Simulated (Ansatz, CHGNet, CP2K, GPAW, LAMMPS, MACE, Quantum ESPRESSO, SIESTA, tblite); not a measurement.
# CP2K runs on amorphous polyacrylonitrile (as short chains C14N4H18) at 360 K (108 atoms), part 2 of 2

Wanted: CP2K inputs and outputs for amorphous polyacrylonitrile (as short chains C14N4H18) at 360 K (108 atoms), checked against a plane-wave reference.

Program: CP2K 2026.2; the method stands at each step. Banners, paths, timers and routine set-up lines are dropped from the logs unmarked, and long logs keep their key lines alone; longer cuts are marked.

So far. Step 2 (PBE, DZVP-MOLOPT-SR, 600/50 Ry, OT DIIS): Forces lie 11 % from the reference's, at 2.5 times its CPU time (on 4 against 2 cores). Step 3 (PBE, SZV-MOLOPT-SR, 600/50 Ry, OT DIIS): Against the first run (11 %), the force difference from the reference is 156 %, at 0.56 times the CPU time (on 2 against 4 cores), with 270 basis functions against 972: the smaller basis costs accuracy.

## 4. PBE, DZVP-MOLOPT-SR, 210/50 Ry, OT DIIS

Method: Kohn-Sham DFT, PBE, GTH-PBE pseudopotentials, Gaussian and plane waves, DZVP-MOLOPT-SR-GTH, orbital transformation.

input.inp

```
&GLOBAL
  PROJECT cell
  RUN_TYPE ENERGY_FORCE
  PRINT_LEVEL LOW
&END GLOBAL
&FORCE_EVAL
  METHOD QS
  STRESS_TENSOR ANALYTICAL
  &DFT
    BASIS_SET_FILE_NAME BASIS_MOLOPT
    POTENTIAL_FILE_NAME GTH_POTENTIALS
    &MGRID
      CUTOFF 210
      REL_CUTOFF 50
    &END MGRID
    &QS
      EPS_DEFAULT 1.0E-12
    &END QS
    &SCF
      SCF_GUESS ATOMIC
      EPS_SCF 1.0E-06
      MAX_SCF 30
      &OT
        MINIMIZER DIIS
        PRECONDITIONER FULL_ALL
        ENERGY_GAP 0.001
      &END OT
      &OUTER_SCF
        EPS_SCF 1.0E-06
        MAX_SCF 8
      &END OUTER_SCF
      &PRINT
        &RESTART OFF
        &END RESTART
      &END PRINT
    &END SCF
    &XC
      &XC_FUNCTIONAL PBE
      &END XC_FUNCTIONAL
    &END XC
    &PRINT
      &MULLIKEN ON
      &END MULLIKEN
      &HIRSHFELD ON
        SHAPE_FUNCTION DENSITY
      &END HIRSHFELD
      &MO_CUBES
        NHOMO 1
        NLUMO 4
        WRITE_CUBE F
      &END MO_CUBES
    &END PRINT
  &END DFT
  &SUBSYS
    &CELL
      A 10.34621 0.00000 0.00000
      B 0.00000 10.34621 0.00000
      C 0.00000 0.00000 10.34621
    &END CELL
    &COORD
[... 108 atom lines left out: the same atoms as in the first run ...]
    &END COORD
    &KIND C
      BASIS_SET DZVP-MOLOPT-SR-GTH-q4
      POTENTIAL GTH-PBE-q4
    &END KIND
    &KIND N
      BASIS_SET DZVP-MOLOPT-SR-GTH-q5
      POTENTIAL GTH-PBE-q5
    &END KIND
    &KIND H
      BASIS_SET DZVP-MOLOPT-SR-GTH-q1
      POTENTIAL GTH-PBE-q1
    &END KIND
  &END SUBSYS
  &PRINT
    &FORCES ON
    &END FORCES
    &STRESS_TENSOR ON
    &END STRESS_TENSOR
  &END PRINT
&END FORCE_EVAL
```

Launch:

```console
OMP_NUM_THREADS=2 cp2k.psmp -i input.inp > output.txt
```

Numbers of over 12 decimals in the logs are rounded to 6 here.

The program printed:

```text
CP2K| version string:                                       CP2K version 2026.2
 CP2K| Input file name                                                 input.inp
 GLOBAL| Basis set file name                                        BASIS_MOLOPT
 GLOBAL| Potential file name                                      GTH_POTENTIALS
 GLOBAL| Run type                                                   ENERGY_FORCE
 GLOBAL| Total number of message passing processes                             1
 GLOBAL| Number of threads for this process                                    2
 TOTAL NUMBERS AND MAXIMUM NUMBERS
  Total number of            - Atomic kinds:                                   3
                             - Atoms:                                        108
[... lines left out ...]
 Number of electrons:                                                        282
[... lines left out ...]
  Step     Update method      Time    Convergence         Total energy    Change
[... lines left out ...]
  Total energy:                                              -389.882351
[... lines left out ...]
  Step     Update method      Time    Convergence         Total energy    Change
[... lines left out ...]
  *** SCF run converged in     6 steps ***
[... lines left out ...]
  Total energy:                                              -389.883003
[... lines left out ...]
  outer SCF loop converged in   2 iterations or   36 steps
[... lines left out ...]
  Eigenvalues of the occupied subspace spin            1
      -0.66939783     -0.66576362     -0.66516490     -0.65836728
      -0.65764314     -0.65364199     -0.65228142     -0.65172707
      -0.65138290     -0.64494107     -0.64085050     -0.63377480
[...]
-0.09531427     -0.09379179     -0.09184017     -0.09020906
      -0.08670922
 Fermi Energy [eV] :   -2.359478
  Using OT eigensolver for additional unoccupied orbitals spin            1
  Lowest Eigenvalues of the unoccupied subspace spin            1
 WARNING : did not converge in ot_eigensolver
 number of iterations          299  exceeded maximum
 current gradient / target gradient   2.4658766625563771E-005  /    1.0000000000000001E-005
       0.13492964      0.13873401      0.14199748      0.14608500
 HOMO - LUMO gap [eV] :    6.031100
 ENERGY| Total FORCE_EVAL ( QS ) energy [hartree]           -389.883003
 FORCES| Atomic forces [hartree/bohr]
 FORCES|   Atom     x               y               z               |f|
 FORCES|      1 -5.17720499E-03  2.72819650E-02 -6.66308700E-02   7.21857459E-02
 FORCES|      2 -3.52071911E-02  1.87648915E-02  1.37832013E-02   4.22095261E-02
 FORCES|      3  1.43043118E-02  1.70328576E-02 -1.54653470E-02   2.70907462E-02
[...]
FORCES|    107 -7.28876653E-03 -3.46116169E-03  1.33055592E-02   1.55609660E-02
 FORCES|    108 -7.81927236E-03  9.39979422E-03 -1.70829253E-02   2.10077007E-02
 FORCES| Sum    -2.20424618E-03  4.20207736E-03  3.41675457E-03
 FORCES| Total atomic force                                       5.84725296E-03
 STRESS| Analytical stress tensor [bar]
 STRESS|                        x                   y                   z
 STRESS|      x        5.00005118080E+04  -7.56780009565E+03   2.93129883353E+02
 STRESS|      y       -7.56780009565E+03   3.26372912094E+04   6.76344579547E+02
 STRESS|      z        2.93129883353E+02   6.76344579547E+02   3.06336898348E+04
 STRESS| 1/3 Trace                                             3.77571642841E+04
```

Wall time 3.6 min (2 threads of Arm Neoverse V2, shared host); peak memory 0.58 GiB.

The solver for the empty levels stopped short of its threshold, so the gap is rough; its iterations count in the time.

Numbers from this run, and their distance from the reference:

```yaml
r_m_s_force_component: 1.245 eV/Å
r_m_s_difference_of_force_components: 134.2 meV/Å
longest_difference_of_force_vectors: 588 meV/Å
force_difference_over_r_m_s_force: 11.11 %
slope_of_forces_against_the_reference_s: 1.025
correlation_of_force_components: 0.9945
spacing_of_highest_filled_and_lowest_empty_level: 6.031 eV
gap_difference: 0.1435 eV
pressure: 3.776 GPa
pressure_difference: 0.5557 GPa
energy_less_the_same_level_run_s: -0.1425 meV/atom
r_m_s_force_difference_from_the_same_level_run: 27.93 meV/Å
```

This is a coarse setting, run to see what it loses.

Against the first run (11 %), the force difference from the reference is 11 %, at 0.78 times the CPU time (on 2 against 4 cores): the change moves forces by 28 meV/Å r.m.s., so most of the difference comes from elsewhere.

## 5. The ladder

Differences are against the plane-wave reference, forces as r.m.s. over components; share is that over the reference's r.m.s. force, slope the least-squares factor from reference forces to these. Total energies of different programs have different zeros and aren't compared.

| run | Δ force, r.m.s. (meV/Å) | share (%) | slope | Δ pressure (GPa) | Δ gap (eV) | cores | CPU time | memory (GiB) |
| --- | --- | --- | --- | --- | --- | --- | --- | --- |
| reference | - | - | - | - | - | 2 | 3.6 min | 2.3 |
| CP2K PBE, DZVP-MOLOPT-SR, 600/50 Ry, OT DIIS | 137 | 11.4 | 1.024 | 0.549 | 0.144 | 4 | 8.9 min | 2.6 |
| CP2K PBE, SZV-MOLOPT-SR, 600/50 Ry, OT DIIS (coarse) | 1888 | 156 | 1.302 | 6.38 | 1.04 | 2 | 5 min | 1.6 |
| CP2K PBE, DZVP-MOLOPT-SR, 210/50 Ry, OT DIIS (coarse) | 134 | 11.1 | 1.025 | 0.556 | 0.143 | 2 | 6.9 min | 0.58 |

Rows marked coarse were listed beforehand as settings not expected to be converged; some can still land near the reference.

CPU time is summed over cores on a shared host, where runs went side by side, so it is rough. Symmetry, cutoffs, thresholds, outputs and thread counts weren't matched or tuned between programs; memory under MPI is the largest rank's times the ranks.

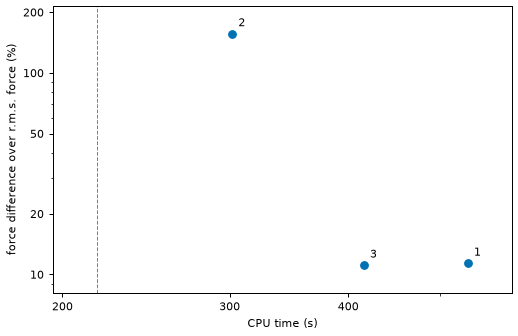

Force difference against CPU time; the dashed line marks the reference's time. Points: 1 CP2K PBE, DZVP-MOLOPT-SR, 600/50 Ry, OT DIIS; 2 CP2K PBE, SZV-MOLOPT-SR, 600/50 Ry, OT DIIS; 3 CP2K PBE, DZVP-MOLOPT-SR, 210/50 Ry, OT DIIS.

Within one program, basis, potentials and functional, energies share a zero. Each run against its twin at the usual cutoff or grid and solver:

| run | twin | Δ energy (meV/atom) | Δ force, r.m.s. (meV/Å) | CPU time over the twin's |
| --- | --- | --- | --- | --- |
| CP2K PBE, DZVP-MOLOPT-SR, 210/50 Ry, OT DIIS | DZVP-MOLOPT-SR, 600/50 Ry, OT DIIS | -0.142 | 27.9 | 0.78 (this twin ran on 4 cores) |

## 6. Results

| Item | Value |
| --- | --- |
| nearest in forces | a tie at 11 % of 2 runs: CP2K PBE, DZVP-MOLOPT-SR, 600/50 Ry, OT DIIS; CP2K PBE, DZVP-MOLOPT-SR, 210/50 Ry, OT DIIS (coarse) |

The PBE run in local orbitals, coarse settings apart, differs by 11 % (CP2K PBE, DZVP-MOLOPT-SR, 600/50 Ry, OT DIIS); basis, grid and potentials can all enter. Runs with settings chosen to be coarse differ by 11 % (CP2K PBE, DZVP-MOLOPT-SR, 210/50 Ry, OT DIIS) to 156 % (CP2K PBE, SZV-MOLOPT-SR, 600/50 Ry, OT DIIS), their programs' other errors included. None of the electronic-structure runs in the table takes under half the reference's CPU time of 3.6 min; they take 1.4 to 2.5 times as much. At the same functional, gaps differ from the reference's 5.89 eV by between +0.14 and +1.04 eV. A likely cause of the wide gaps: compact atomic orbitals describe empty levels worse than filled ones. In pressure, CP2K PBE, SZV-MOLOPT-SR, 600/50 Ry, OT DIIS misses by +6.4 GPa, at the same functional. The reference's pressure holds the uncorrected Pulay stress of its 60 Ry basis, so small pressure differences, and their order, may be the reference's own error. The network of contacts between molecules at the start is that of the classical potential that made the cell, and needn't be the one that DFT or experiment would give. The reference's PBE has no dispersion term, which matters for the binding between molecules or layers. The density was typed from a rule of thumb and may lie off the real one at this temperature. The electronic-structure runs sample only Γ, in a cell whose shortest periodic width is 10 Å.

[Also dropped from logs without a mark: logging warnings of Python, and SIESTA's first energy breakdown and zero terms.]

[Logs are printed without paths, hosts, clocks, repeated set-up lines and the standing remarks that a program may print on its own settings, such as how far it seeks lower states.]

[Hosts, paths, dates, database ids (printed as entryN), source tags and the programs' standing remarks are cut or masked in the printed files.]
